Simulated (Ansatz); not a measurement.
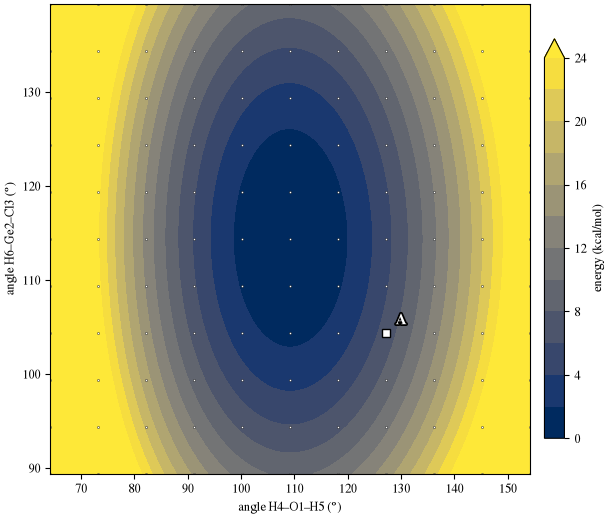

ClGeH₄O, SMILES [OH2+][GeH2][Cl], charge +1. First axis: angle H4–O1–H5. Second axis: angle H6–Ge2–Cl3. Nothing is relaxed (all other coordinates rigid). The scan uses an 11 × 11 grid. All energies are given in kcal/mol relative to the lowest grid point. Theory: Ansatz 0.2.0, RKS PBE0-D4/def2-TZVP.

Drawn: filled contours, dots at the grid points, one colour for all values above the top of the scale, the point A. Between grid points the surface is interpolated.

Q: Is A at rest? If not, where is it pushed?

A: A, at angle H4–O1–H5 = 127.2°, angle H6–Ge2–Cl3 = 104.4°, is not a stationary point. The computed force is 0.58 kcal/mol for each degree towards smaller values of angle H4–O1–H5 and 0.3 kcal/mol for each degree towards larger values of angle H6–Ge2–Cl3.
